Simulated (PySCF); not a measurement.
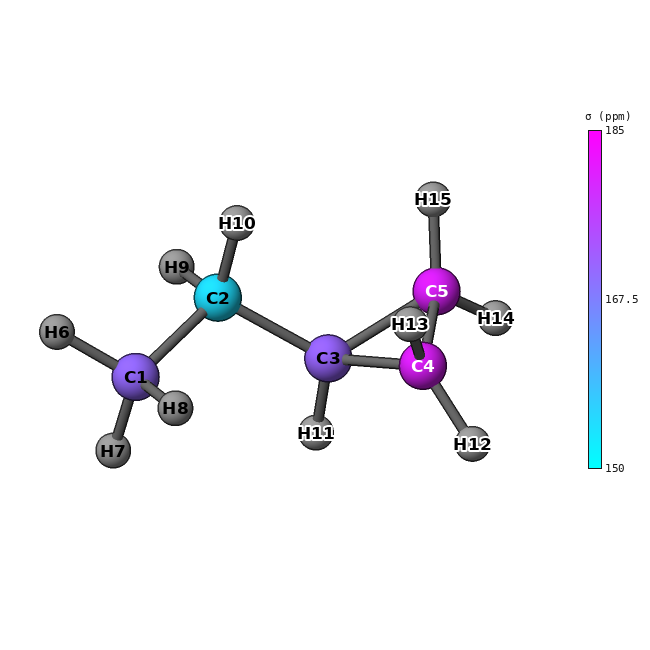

Atoms are coloured by their isotropic NMR shieldings (C only, the others grey). The geometry was computed by an optimisation with GFN2-xTB. No frequency run is at hand to confirm it as a minimum. Properties computed with GIAO PBE0/pcSseg-1 NMR shielding, non-relativistic, gas phase (PySCF 2.14.0).

List the isotropic NMR shieldings of the C atoms.

```
atom  σ (ppm)
  C1    170.4
  C2    154.4
  C3    170.9
  C4    180.7
  C5    180.5
```
